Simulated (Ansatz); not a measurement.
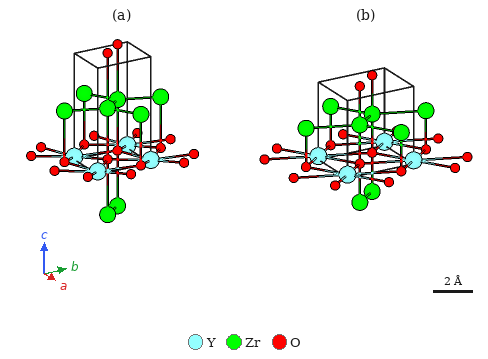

The structure of a crystal of YZr2O2 (a generated structure, set up in P6mm) (coarse preliminary run) before (left) and after (right) a relaxation, at one scale.

The picture is a ball-and-stick view of the cell of the calculation, seen slightly off an axis.

These are results of Ansatz, DFT PBE, scalar-relativistic, plane waves, PAW, not measurements.

The input:
```yaml
crystal:
  lattice:
    - [4.06004652, 0.0, 0.0]
    - [-2.03002326, 3.51610343, 0.0]
    - [0.0, 0.0, 5.62155666]
  atoms:
    - { symbol: "Y", position: [0.0, 0.0, 0.02854858] }
    - { symbol: Zr, position: [0.33333333, 0.66666667, 0.53974803] }
    - { symbol: Zr, position: [0.66666667, 0.33333333, 0.53974803] }
    - { symbol: O, position: [0.33333333, 0.66666667, 0.05980946] }
    - { symbol: O, position: [0.66666667, 0.33333333, 0.05980946] }
basis:
  ecutwfc: 420
kpoints:
  mp_grid: { grid: [6, 6, 4] }
hamiltonian:
  xc: pbe
scf:
  occupations: { method: gaussian, width: 0.1 }
  lower_state_search: "off"
output:
  forces: true
  stress: true
  eigenvalues: true
relax:
  adjacent_minimum: "off"
  f_tol: 0.04
  max_steps: 70
  cell: { stress_tol: 0.4 }
```

Run as
```bash
ansatz run input.yaml --threads 1 --pin off --max-ram 2560MiB --backend cpu --events-out ev --progress --plain --runs-dir out
```

Question: Summarise the run.

Answer: The energy falls by 6.959 eV per cell of the calculation in 13 accepted moves (15 points after the start). The largest force component goes from 0.59 to 0.0027 eV/Å. The pressure goes from 11.79 to 0.08 GPa. The SCF was repeated twice at an unchanged geometry on a basis and grid sized afresh for the cell, which shifted the energy by 0.343 eV per cell of the calculation at most. Y1 moves most relative to the cell: 0.069 Å along +c. Largest moves by element: Y 0.069 Å, O 0.058 Å, Zr 0.024 Å. Cell: a = b 4.060 → 5.058 Å (+24.6 %), c 5.622 → 4.096 Å (−27.1 %). Volume +13.1 %. Among the contacts that change: Zr2–O4 2.924 → 2.048 Å, Zr2–O4 (another image) 2.698 → 2.048 Å, Zr2–Zr3 2.344 → 2.920 Å, Y1–O4 2.351 → 2.920 Å. Among the angles between lasting bonds that change: O4–Y1–O5 171.4° → 180.0°, Y1–O4–Zr2 85.7° → 90.0°, Y1–O4–Zr2 94.3° → 90.0°. The space group (tolerance 0.01 Å) goes from P6mm (No. 183) to P6/mmm (No. 191). The run took 100 s on 1 thread of Intel(R) Xeon(R) Processor @ 2.70GHz, with other jobs on the host, peak memory 0.39 GiB.
